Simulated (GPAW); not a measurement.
Consider Se (P2_12_12).

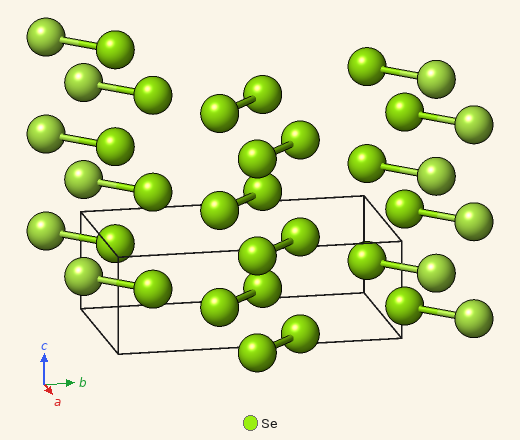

The structure (selenium green). 2×1×3 cells are drawn. Some periodic images of atoms are drawn too.

```xyz
4
Lattice="4.8682 0.0000 0.0000 0.0000 7.9093 0.0000 0.0000 0.0000 2.7402" Properties=species:S:1:pos:R:3 pbc="T T T"
Se    0.8475    0.7827    2.0172
Se    1.5866    4.7373    0.7230
Se    4.0207    7.1267    2.0172
Se    3.2815    3.1720    0.7230
```

Absorber: atom 1, with 1 Se at 2.31 Å and 2 Se at 2.74 Å (distorted T-shaped, site symmetry 1). Method: GPAW, LDA, excited-electron core hole (neutral cell), 8-atom cell with 5.5 Å between holes, 4×4×3 k points, dipole transitions, Gaussian full width 2.33 eV up to 4 eV, rising linearly to 3.5 eV at 25 eV.

This is not the structure that Se takes at ambient pressure and room temperature (space group No. 152 or space group No. 154); it is a model or a phase of other conditions.

Predict the near-edge structure at the Se K edge.

Main maxima up to 30 eV above the zero (height): 1.2 eV (2.41) and 11.6 eV (1.05). A K edge sees empty p states on the absorber. 

The Se K spectrum (energy from the lowest empty level; intensity scaled to a mean of 1 over the first 20 eV; polarised curves are means over the symmetry-equivalent atoms):

| E (eV) | isotropic | ε ∥ x | ε ∥ y | ε ∥ z |
| --- | --- | --- | --- | --- |
| -2.0 | 0.06 | 0.09 | 0.07 | 0.01 |
| -0.5 | 0.88 | 1.30 | 1.04 | 0.30 |
| 1.0 | 2.37 | 2.79 | 2.31 | 2.01 |
| 2.5 | 1.56 | 1.25 | 1.13 | 2.30 |
| 4.0 | 0.49 | 0.28 | 0.31 | 0.89 |
| 5.5 | 0.45 | 0.48 | 0.61 | 0.25 |
| 7.0 | 0.68 | 0.85 | 1.02 | 0.16 |
| 8.5 | 0.84 | 1.06 | 1.14 | 0.32 |
| 10.0 | 0.98 | 1.19 | 1.08 | 0.66 |
| 11.5 | 1.05 | 1.11 | 0.99 | 1.04 |
| 13.0 | 0.96 | 1.00 | 0.88 | 0.99 |
| 14.5 | 0.89 | 0.83 | 0.79 | 1.05 |
| 16.0 | 0.93 | 0.84 | 0.85 | 1.11 |
| 17.5 | 0.90 | 0.87 | 0.90 | 0.94 |
| 19.0 | 0.92 | 0.90 | 0.97 | 0.88 |
| 20.5 | 0.95 | 0.92 | 1.00 | 0.94 |
| 22.0 | 0.99 | 0.98 | 1.00 | 0.99 |
| 23.5 | 1.01 | 1.01 | 1.01 | 1.02 |
| 25.0 | 1.00 | 0.99 | 1.01 | 1.00 |
| 26.5 | 0.98 | 0.97 | 1.02 | 0.95 |
| 28.0 | 0.97 | 0.94 | 0.98 | 1.00 |
| 29.5 | 0.99 | 0.91 | 0.92 | 1.16 |
| 31.0 | 0.98 | 0.89 | 0.90 | 1.16 |

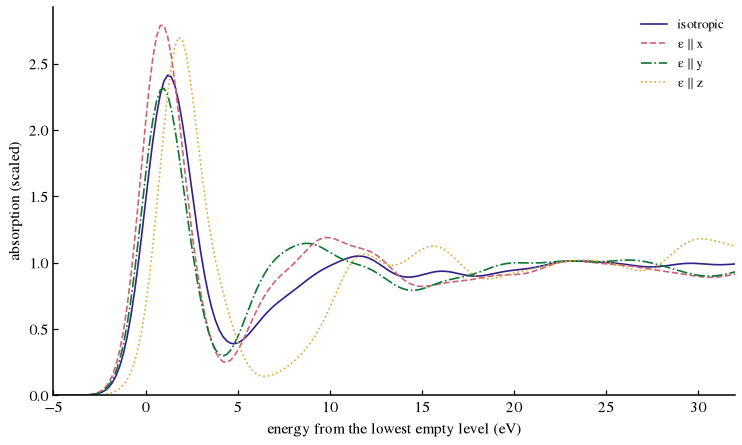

The Se K edge.

The script folds with a Gaussian, whereas the core hole's own line is a Lorentzian, so the onset is too steep and the first peak too high. The unit cell's mesh shows no gap over 0.35 eV. That is right for a metallic compound; for a small-gap or correlated insulator it would be the fault of the functional or of the assumed magnetic order, and the hole would be screened too well. The holes are only 5.5 Å apart, so the shape is probably not converged with cell size; no larger cell was run here. Lifetime broadening is put in by hand, and intensities beyond about 20 eV depend on it and on the partial waves. The structure is a computed Materials Project entry and may be a hypothetical form.

[Banner, clock and machine lines of the logs are left out without a mark of their own.]

[Logs are printed without paths, hosts, clocks, repeated set-up lines and the standing remarks that a program may print on its own settings, such as how far it seeks lower states.]

[Hosts, paths, dates, database ids (printed as entryN), source tags and the programs' standing remarks are cut or masked in the printed files.]

[Lists of maxima count a maximum above −3 eV only where it reaches 4 % of the highest in the window and stands out from its surroundings by 2 % of it (1.5 % where it reaches 55 %); shoulders and weaker maxima are passed over, and of the rest the first, up to two pre-edge ones and the few strongest are named.]
